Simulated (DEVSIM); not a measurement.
Structure: Schottky contact on n-type InP, at 300 K.

```tsv
layer (left to right)	material	thickness (μm)	Nd (cm⁻³)	τn (s)	τp (s)
1	InP	0.630	1.9e15	2e-8	6e-7
```

Left contact: Schottky, work function 5.24 eV, emission velocity 3.3e6 cm/s. Right contact: ohmic. Voltage is applied to the left contact. Recombination: SRH at mid-gap, radiative. Mobility is constant in doping.

This is a model device: material constants are rounded textbook-type values typed into the input, and sizes, dopings and lifetimes were drawn at random. Values at 300 K.

```csv
parameter,InP
gap (eV),1.344
affinity (eV),4.38
permittivity,12.5
Nc (cm⁻³),5.7e17
Nv (cm⁻³),1.1e19
μn (cm²/Vs),5200
μp (cm²/Vs),170
B (cm³/s),1.2e-10
```

Simulated with DEVSIM: 1D drift-diffusion, Boltzmann statistics, complete ionisation; no tunnelling, impact ionisation, image-force lowering or self-heating. Metal contacts follow the ideal Schottky-Mott rule: no Fermi-level pinning, no interface dipoles.

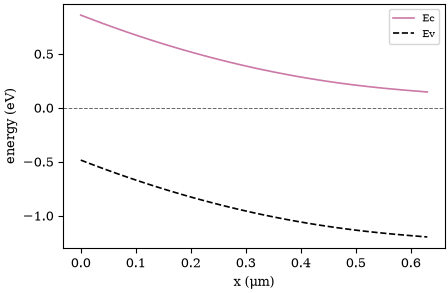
Band edges at zero bias

Energies count from the Fermi level of the right contact; mesh points crowd at the junctions.

| x (μm) | Ec (eV) | Ev (eV) | n (cm⁻³) | p (cm⁻³) | field (V/cm) |
|---|---|---|---|---|---|
| 0.000 | 0.860 | -0.484 | 2000 | 8.1e10 | -20000 |
| 0.006606 | 0.847 | -0.497 | 3400 | 4.9e10 | -20000 |
| 0.01489 | 0.831 | -0.513 | 6300 | 2.6e10 | -19000 |
| 0.02526 | 0.811 | -0.533 | 14000 | 1.2e10 | -19000 |
| 0.04330 | 0.777 | -0.567 | 51000 | 3.2e9 | -19000 |
| 0.06088 | 0.744 | -0.600 | 180000 | 9.2e8 | -18000 |
| 0.08291 | 0.705 | -0.639 | 820000 | 2.0e8 | -18000 |
| 0.1212 | 0.640 | -0.704 | 1.0e7 | 1.6e7 | -17000 |
| 0.1585 | 0.580 | -0.764 | 1.0e8 | 1600000 | -15000 |
| 0.2053 | 0.510 | -0.834 | 1.5e9 | 110000 | -14000 |
| 0.2639 | 0.432 | -0.912 | 3.2e10 | 5200 | -13000 |
| 0.3514 | 0.332 | -1.012 | 1.5e12 | 110 | -10000 |
| 0.4130 | 0.275 | -1.069 | 1.4e13 | < 1e2 | -8500 |
| 0.4622 | 0.236 | -1.108 | 6.2e13 | < 1e2 | -7200 |
| 0.5126 | 0.203 | -1.141 | 2.2e14 | < 1e2 | -5900 |
| 0.5416 | 0.187 | -1.157 | 4.1e14 | < 1e2 | -5200 |
| 0.5647 | 0.176 | -1.168 | 6.4e14 | < 1e2 | -4700 |
| 0.5832 | 0.167 | -1.177 | 8.9e14 | < 1e2 | -4400 |
| 0.6021 | 0.159 | -1.185 | 1.2e15 | < 1e2 | -4200 |
| 0.6130 | 0.154 | -1.190 | 1.5e15 | < 1e2 | -4100 |
| 0.6217 | 0.151 | -1.193 | 1.7e15 | < 1e2 | -4100 |
| 0.6300 | 0.147 | -1.196 | 1.9e15 | < 1e2 | -4100 |
